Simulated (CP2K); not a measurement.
# C2H5FO (methoxymethyl fluoride): a first try and a second

Aim: energy and gradient of C2H5FO (methoxymethyl fluoride) at GFN2-xTB.

The calculation is run with CP2K 2026.2.

## 1. The system as given

C2H5FO: 9 atoms, total charge 0, spin state singlet. As SMILES, `COCF`. The shape is that of a GFN2-xTB optimisation.

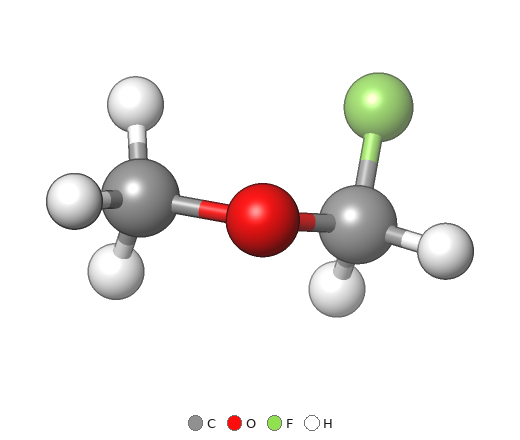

Viewed from a chosen angle; carbon grey, oxygen red, fluorine green, hydrogen white.

## 2. The input as first written

molecule.pdb

```
HETATM    1 C    MOL A   1      -0.650   0.781  -0.607  1.00  0.00           C
HETATM    2 O    MOL A   1      -0.083   0.478   0.658  1.00  0.00           O
HETATM    3 C    MOL A   1       0.568  -0.717   0.708  1.00  0.00           C
HETATM    4 F    MOL A   1       1.718  -0.701  -0.054  1.00  0.00           F
HETATM    5 H    MOL A   1      -1.356   0.000  -0.910  1.00  0.00           H
HETATM    6 H    MOL A   1      -1.171   1.727  -0.486  1.00  0.00           H
HETATM    7 H    MOL A   1       0.127   0.882  -1.370  1.00  0.00           H
HETATM    8 H    MOL A   1      -0.031  -1.557   0.316  1.00  0.00           H
HETATM    9 H    MOL A   1       0.877  -0.892   1.744  1.00  0.00           H
END
```

mol.inp

```
&GLOBAL
  PROJECT mol
  RUN_TYPE ENERGY_FORCE
  PRINT_LEVEL MEDIUM
&END
&FORCE_EVAL
  METHOD QUICKSTEP
  &DFT
    CHARGE 1
    MULTIPLICITY 1
    &QS
      METHOD XTB
      EPS_DEFAULT 1.0E-10
      &XTB
        GFN_TYPE TBLITE
        &TBLITE
          METHOD GFN2
        &END
        CHECK_ATOMIC_CHARGES F
      &END
    &END
    &POISSON
      PERIODIC NONE
      POISSON_SOLVER ANALYTIC
    &END
    &SCF
      SCF_GUESS ATOMIC
      EPS_SCF 1.0E-07
      MAX_SCF 150
      ADDED_MOS 4
      &DIAGONALIZATION
        ALGORITHM STANDARD
      &END
      &MIXING
        METHOD DIRECT_P_MIXING
        ALPHA 0.4
      &END
      &SMEAR ON
        METHOD FERMI_DIRAC
        ELECTRONIC_TEMPERATURE [K] 300
      &END
    &END
    &PRINT
      &MOMENTS
        PERIODIC F
        REFERENCE COM
        MAX_MOMENT 1
      &END
      &MO ON
        ENERGIES T
        OCCUPATION_NUMBERS T
        NDIGITS 6
        &EACH
          QS_SCF 0
        &END
        ADD_LAST NUMERIC
      &END
      &HIRSHFELD OFF
      &END
    &END
  &END
  &SUBSYS
    &CELL
      ABC [angstrom] 13.1 13.3 13.1
      PERIODIC NONE
    &END
    &TOPOLOGY
      COORD_FILE_NAME molecule.pdb
      COORD_FILE_FORMAT PDB
      CONN_FILE_FORMAT OFF
      &CENTER_COORDINATES
      &END
    &END
  &END
  &PRINT
    &FORCES ON
    &END
  &END
&END
```

Launch:

```bash
$ OMP_NUM_THREADS=1 cp2k.psmp -i mol.inp -o mol.out
```

What it wrote:

```text
CP2K| version string:                                       CP2K version 2026.2
 CP2K| Input file name                                                   mol.inp

[... 58 lines left out ...]
 xTB| tblite SCC mixer min weight:                                     1.000E+00
[... 136 lines left out ...]
  Step     Update method      Time    Convergence         Total energy    Change
[... 27 lines left out ...]
  Repulsive potential energy:                                   0.10625646819324
[... 2 lines left out ...]
  Non-self consistent dispersion energy:                        0.00000059783911
[... 4 lines left out ...]
  Total energy:                                               -15.05558403562451
[... 13 lines left out ...]
 TB_DIPOLE| Ref. Point [Bohr]      12.88408324      12.26621665      12.31941900
[... 2 lines left out ...]
 TB_DIPOLE| Derivative [a.u.]       0.00000000       0.00000000       0.00000000
[... 54 lines left out ...]
 -------------------------------------------------------------------------------
```

Run time: 0.3 s. Hardware: 1 thread of Arm Neoverse V1, shared host.

## 3. Reading the log

It ran to the end. The result can't be trusted all the same.

What is wrong: the electron count doesn't fit the spin or reference typed: an even count needs an odd multiplicity, an odd count an even one. To mend it: charge 0 in place of 1.

## 4. The mended input

molecule.pdb is that of step 2.

mol.inp

```
&FORCE_EVAL
   METHOD QUICKSTEP
   &DFT
      CHARGE 0
      MULTIPLICITY 1
      &QS
         METHOD XTB
         EPS_DEFAULT 1.0E-10
         &XTB
            GFN_TYPE TBLITE
            &TBLITE
               METHOD GFN2
            &END
            CHECK_ATOMIC_CHARGES F
         &END
      &END
      &POISSON
         PERIODIC NONE
         POISSON_SOLVER ANALYTIC
      &END
      &SCF
         SCF_GUESS ATOMIC
         EPS_SCF 1.0E-07
         MAX_SCF 150
         ADDED_MOS 4
         &DIAGONALIZATION
            ALGORITHM STANDARD
         &END
         &MIXING
            METHOD DIRECT_P_MIXING
            ALPHA 0.4
         &END
         &SMEAR ON
            METHOD FERMI_DIRAC
            ELECTRONIC_TEMPERATURE [K] 300
         &END
      &END
      &PRINT
         &MOMENTS
            PERIODIC F
            REFERENCE COM
            MAX_MOMENT 1
         &END
         &MO ON
            ENERGIES T
            OCCUPATION_NUMBERS T
            NDIGITS 6
            &EACH
               QS_SCF 0
            &END
            ADD_LAST NUMERIC
         &END
         &HIRSHFELD OFF
         &END
      &END
   &END
   &SUBSYS
      &CELL
         ABC [angstrom] 13.1 13.3 13.1
         PERIODIC NONE
      &END
      &TOPOLOGY
         COORD_FILE_NAME molecule.pdb
         COORD_FILE_FORMAT PDB
         CONN_FILE_FORMAT OFF
         &CENTER_COORDINATES
         &END
      &END
   &END
   &PRINT
      &FORCES ON
      &END
   &END
&END
&GLOBAL
   PROJECT mol
   RUN_TYPE ENERGY_FORCE
   PRINT_LEVEL MEDIUM
&END
```

Launch:

```bash
$ OMP_NUM_THREADS=1 cp2k.psmp -i mol.inp > mol.out 2>&1
```

What it wrote:

```text
CP2K| version string:                                       CP2K version 2026.2
 CP2K| Input file name                                                   mol.inp

[... 58 lines left out ...]
 xTB| tblite SCC mixer min weight:                                     1.000E+00
[... 136 lines left out ...]
  Step     Update method      Time    Convergence         Total energy    Change
[... 18 lines left out ...]
  Repulsive potential energy:                                   0.10625646819324
[... 2 lines left out ...]
  Non-self consistent dispersion energy:                        0.00000059783911
[... 4 lines left out ...]
  Total energy:                                               -15.62050006893891
[... 13 lines left out ...]
 TB_DIPOLE| Ref. Point [Bohr]      12.88408324      12.26621665      12.31941900
[... 2 lines left out ...]
 TB_DIPOLE| Derivative [a.u.]       0.00000000       0.00000000       0.00000000
[... 55 lines left out ...]
 -------------------------------------------------------------------------------
```

Wall time 0.28 s (1 thread of Arm Neoverse V1, shared host).

## 5. What came out

Level: GFN2-xTB.

```
                                 quantity         value
                             total energy  -15.62050 Eh
dipole moment (from atomic charges alone)        1.82 D
                              HOMO energy     -11.89 eV
                              LUMO energy       0.66 eV
                            HOMO–LUMO gap      12.54 eV
                 largest force on an atom    0.027 eV/Å
```

**Reading.** Mulliken charges run from -0.29 on O2 to +0.25 on C3.
